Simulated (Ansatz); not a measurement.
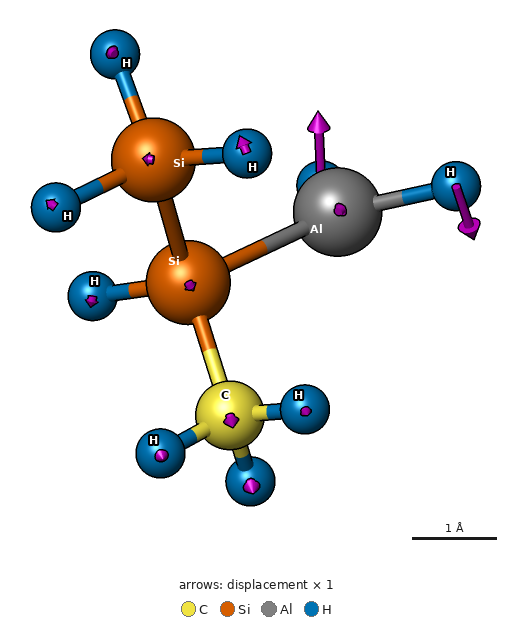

This is a relaxation of CH$_{9}$AlSi$_{2}$ (coarse preliminary run). The starting structure is drawn; purple arrows show the displacements, at their true length. The two geometries are superimposed by the best rigid fit.

A ball-and-stick model, seen from a free direction.

The start comes from a force field.

Computed with RKS PBE-D4/def2-SVP in Ansatz.

The input:
```yaml
crystal:
  periodic: [false, false, false]
  atoms:
    - {symbol: C, position_ang: [-1.134400, 1.289900, -0.415700]}
    - {symbol: Si, position_ang: [-0.237100, 0.067800, 0.563000]}
    - {symbol: Al, position_ang: [1.984400, 0.751400, 0.740400]}
    - {symbol: Si, position_ang: [-0.241500, -1.890300, -0.482600]}
    - {symbol: H, position_ang: [-0.730600, 1.419600, -1.454900]}
    - {symbol: H, position_ang: [-1.140400, 2.332000, 0.086400]}
    - {symbol: H, position_ang: [-2.213100, 1.014000, -0.517800]}
    - {symbol: H, position_ang: [-0.790500, -0.037000, 1.895600]}
    - {symbol: H, position_ang: [2.660800, 1.015200, 2.238300]}
    - {symbol: H, position_ang: [2.900500, 0.957200, -0.537800]}
    - {symbol: H, position_ang: [0.425800, -2.895600, 0.321100]}
    - {symbol: H, position_ang: [-1.697800, -2.318700, -0.590200]}
    - {symbol: H, position_ang: [0.234300, -1.740100, -1.830800]}
basis:
  gaussian: {orbitals: def2-SVP}
hamiltonian: {xc: pbe, dispersion: d4}
relax: {f_tol: 0.03, max_steps: 200}
```

Launched with:
```bash
ansatz run in.yaml --threads 4 --pin off --events-out ev --progress --plain --max-ram 10444MiB
```

> Which element moves most?

Hydrogen: up to 1.00 Å, against 0.19 Å for carbon.

> What happened in the run?

The largest move after the best rigid fit is that of H9, 1.00 Å. By element the largest moves are H 1.00 Å, C 0.19 Å, Al 0.17 Å, Si 0.15 Å. Among the contacts that change: Si2–Si4 2.220 → 2.362 Å, Si2–Al3 2.331 → 2.455 Å, C1–Si2 1.805 → 1.910 Å, Si4–H13 1.438 → 1.509 Å. Bond angles that change, for instance: H11–Si4–H13 116.1° → 107.7°, C1–Si2–Al3 108.5° → 114.9°, Si4–Si2–H8 111.7° → 105.3°. Groups turn about Si2–Al3 by about 40°. The energy falls by 55.5 kJ/mol in 12 geometry steps. The largest force component goes from 2.6 to 0.027 eV/Å. The forces were under the threshold at step 7, but the run went on from there.
